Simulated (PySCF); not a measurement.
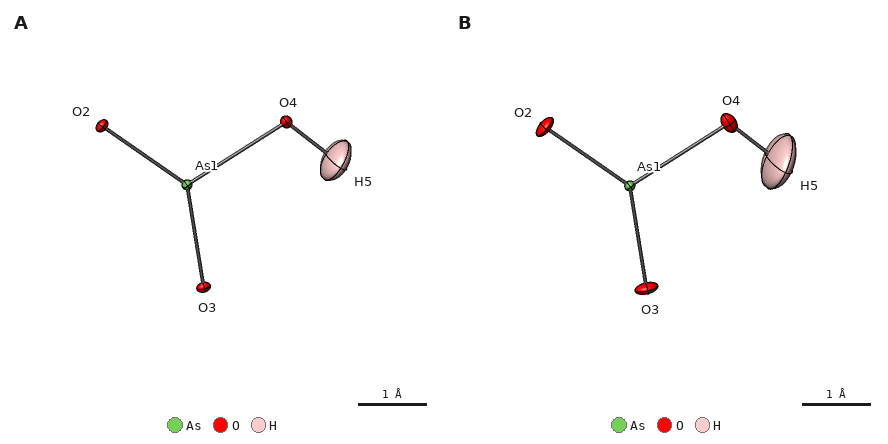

Displacement ellipsoids at the 50 % level, scaled by 1.5, from the internal vibrations of the free molecule (harmonic, no overall translation or rotation; no half-axis is drawn under 0.075 Å). Vibrations computed with RKS-based PBE0, As def2-TZVP, O def2-TZVP, H def2-TZVP; non-relativistic; density fitting (PySCF 2.14.0). One panel is for 100 K, the other for 600 K.

> Which panel is for 600 K?

B.

> How much does the mean-square displacement of O2 grow, and why?

U_eq goes from 0.0014 to 0.0035 Å², a factor of 2.6. Modes below kT (417 cm⁻¹ at 600 K) grow about in proportion to T, and the lowest lies at 255 cm⁻¹; the mean-square amplitude of a mode is its zero-point value times coth(ħω/2kT), which comes close to 1 only above about 3kT.
